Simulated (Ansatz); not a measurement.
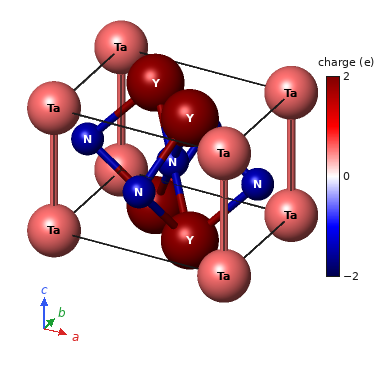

A ball-and-stick rendering, viewed slightly off an axis. Atoms at the boundary of the simulation cell (the box) are drawn once for each face, edge or corner they touch. The atoms of this Y₂TaN₃ cell are coloured by their Bader charge.

Electronic-structure method: DFT PBE, scalar-relativistic, plane waves, PAW (Ansatz 0.2.0). Parameters: a basis cut at 420 eV, 6×6×12 k-mesh, Gaussian smearing of 0.1 eV, collinear spins. The state is ferrimagnetic.

> What do the colours say about charge transfer?

Most positive: Y; most negative: N. Charges: about Y +1.9 e; Ta +0.5 e; N -1.4 e.

The initial geometry was a structure type filled with these elements by a generator (whether the compound takes this form wasn't checked). Earlier steps of the study, as a rule a relaxation of our own, may have changed the cell and positions, so they can lie some per cent off the listed ones. An electronic-structure calculation with Ansatz was run on it.
